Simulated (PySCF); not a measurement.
**C₅H₈Cl₂OSi: NMR shielding calculation**

The run: NMR shielding calculation of C₅H₈Cl₂OSi. Method and program: GIAO PBE0/pcSseg-1 NMR shielding, non-relativistic, gas phase (PySCF 2.14.0).

The geometry comes from this level: GFN2-xTB. It belongs to a series of runs on one base structure; here: H on Si replaced by OCH3. Figures and captions count atoms from 1; the log counts them from 0 in places.

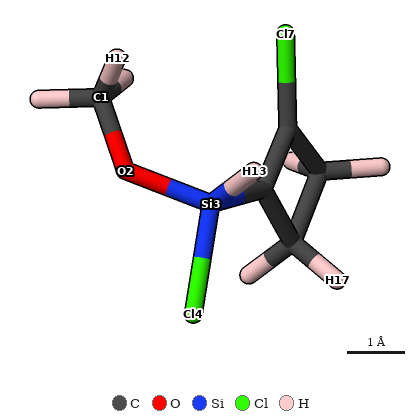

Figure 1. The structure as given in the input (stick view, seen at a tilt; atoms are numbered from 1 in the order of the input).

**The input**
```
{"job": {"kind": "nmr", "xc": "PBE0", "basis": "pcSseg-1"}, "charge": 0, "multiplicity": 1}
C      2.789560    -0.037874     0.425175
O      2.010668     1.124131     0.409641
Si     0.495723     1.353405     0.935054
Cl     0.109681     3.213362     0.314360
C     -0.716507     0.167225     0.130779
C     -0.904711    -1.158572     0.167189
Cl    -0.131505    -2.429675     1.005576
C     -2.054078    -1.196277    -0.790139
C     -1.869723     0.340249    -0.846924
H      2.250908    -0.871091    -0.029403
H      3.696795     0.163295    -0.144155
H      3.054345    -0.306219     1.449770
H      0.411119     1.262394     2.391295
H     -2.998987    -1.537379    -0.371530
H     -1.862677    -1.722144    -1.723886
H     -1.583388     0.731729    -1.819743
H     -2.704219     0.915471    -0.454110
```

The first line tells a small driver script what to run in PySCF; the rest is the geometry in Å.

Machine: 1 CPU thread, shared host.

Launch command:
```bash
OMP_NUM_THREADS=1 python <driver script> task.json out
```

**The program's output**
```
coarse grid: 16352 points
cycle   1  E = -1479.5158888594  dE =  1.380e+00  |g| = 7.214e-01  |ddm| = 3.974e+00
cycle   2  E = -1479.3739630517  dE =  1.419e-01  |g| = 1.125e+00  |ddm| = 1.644e+00
cycle   3  E = -1479.6157449726  dE = -2.418e-01  |g| = 1.159e-01  |ddm| = 1.150e+00
cycle   4  E = -1479.6183109950  dE = -2.566e-03  |g| = 4.676e-02  |ddm| = 1.521e-01
cycle   5  E = -1479.6187646713  dE = -4.537e-04  |g| = 1.738e-02  |ddm| = 5.501e-02
cycle   6  E = -1479.6188286519  dE = -6.398e-05  |g| = 5.884e-03  |ddm| = 1.868e-02
cycle   7  E = -1479.6188360077  dE = -7.356e-06  |g| = 1.645e-03  |ddm| = 5.971e-03
final grid: 145648 points
cycle   8  E = -1479.6813867622  dE = -3.338e-05  |g| = 1.250e-02  |ddm| = 3.335e-02
cycle   9  E = -1479.6813519623  dE =  3.480e-05  |g| = 1.794e-02  |ddm| = 2.395e-02
cycle  10  E = -1479.6814184323  dE = -6.647e-05  |g| = 1.784e-03  |ddm| = 1.567e-02
cycle  11  E = -1479.6814190314  dE = -5.990e-07  |g| = 4.704e-04  |ddm| = 1.921e-03
cycle  12  E = -1479.6814190761  dE = -4.476e-08  |g| = 1.630e-04  |ddm| = 5.029e-04
cycle  13  E = -1479.6814190822  dE = -6.085e-09  |g| = 4.302e-05  |ddm| = 1.622e-04
cycle  14  E = -1479.6814190826  dE = -3.929e-10  |g| = 1.266e-05  |ddm| = 4.763e-05
```

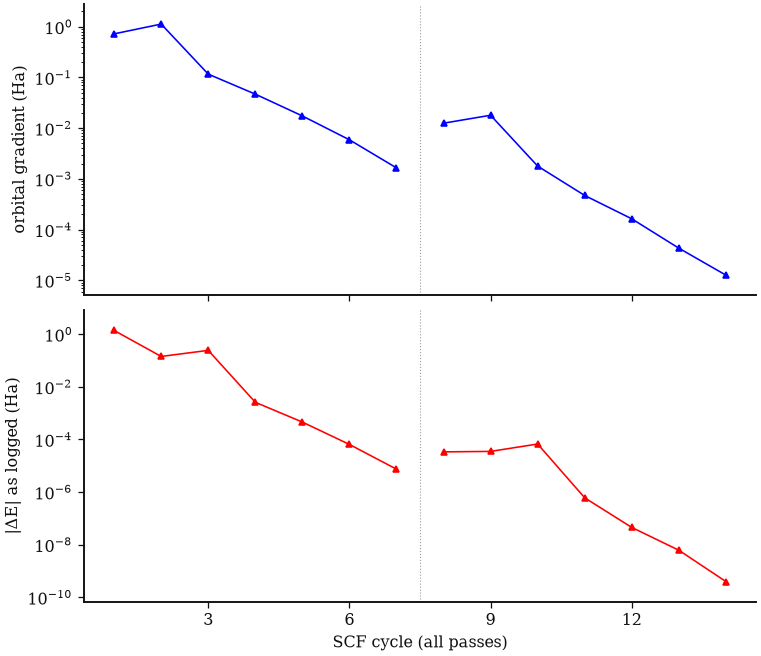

Figure 2. Convergence of the self-consistent field: orbital gradient and size of the energy change against the SCF cycle. The dotted line marks the change from a coarse to the final integration grid. The first 7 cycles use a coarse grid, the final grid takes over at cycle 8, and the field converges after 14 cycles in all.

```
converged SCF energy = -1479.6814190826

GIAO shielding tensors (ppm)
atom      isotropic    diamagn.    paramagn.     s11        s22        s33       span
  0 C      133.520     244.470    -110.949    108.091    109.909    182.562     74.471
  1 O      302.774     395.586     -92.812    269.231    303.677    335.415     66.183
  2 Si     373.385     879.779    -506.395    333.881    369.177    417.096     83.215
  3 Cl     944.048    1148.933    -204.885    809.653   1001.481   1021.011    211.359
  4 C       34.131     259.551    -225.419    -75.337     51.616    126.115    201.452
  5 C       30.019     254.722    -224.703    -81.632     57.601    114.089    195.721
  6 Cl     681.859    1148.543    -466.684    427.325    652.603    965.648    538.322
  7 C      145.867     253.673    -107.806    134.534    138.780    164.288     29.754
  8 C      158.089     251.156     -93.067    141.067    162.095    171.106     30.039
  9 H       27.658      31.381      -3.723     22.406     28.201     32.366      9.960
 10 H       27.671      27.680      -0.009     23.089     25.591     34.332     11.243
 11 H       27.767      28.405      -0.638     24.534     24.810     33.958      9.424
 12 H       26.220      28.910      -2.691     22.693     24.754     31.211      8.517
 13 H       28.839      29.177      -0.338     25.550     26.956     34.011      8.461
 14 H       28.783      29.916      -1.133     25.742     26.832     33.774      8.031
 15 H       29.159      30.516      -1.358     25.708     27.798     33.969      8.261
 16 H       29.258      29.479      -0.220     25.646     27.854     34.275      8.629
```

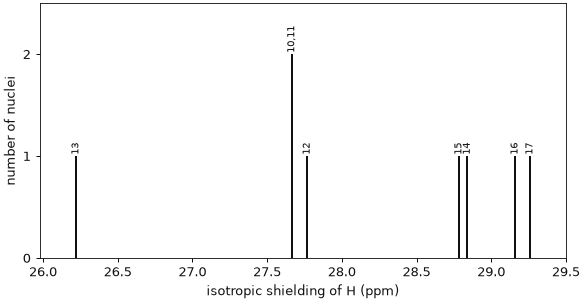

Figure 3. Isotropic shieldings of the hydrogen nuclei in this fixed geometry, labelled by atom number; shielding grows to the right, so chemical shift grows to the left. The least shielded is H13 (26.2 ppm), the most shielded H17 (29.3 ppm).

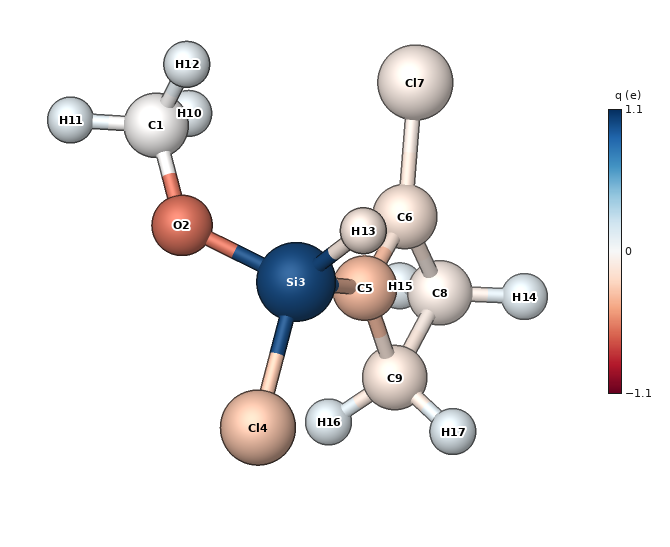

Figure 4. Mulliken charges, as the colour of each atom (ball-and-stick view, seen at a tilt; atoms are numbered from 1 in the order of the input). By element: C −0.37 to −0.01, O −0.62, Si +1.01, Cl −0.31 to −0.10 and H −0.10 to +0.14 e.

**Results in brief**

- outcome: converged
- total energy: −1479.681419 hartree
- HOMO: −7.42 eV
- LUMO: −0.78 eV
- dipole moment: 2.15 D
- isotropic shielding, C: 30.0 to 158.1 ppm
- isotropic shielding, O: 302.8 ppm
- isotropic shielding, Si: 373.4 ppm
- isotropic shielding, Cl: 681.9 to 944.0 ppm
- isotropic shielding, H: 26.2 to 29.3 ppm
- wall time: 2.1 min
- peak memory: 1 GiB
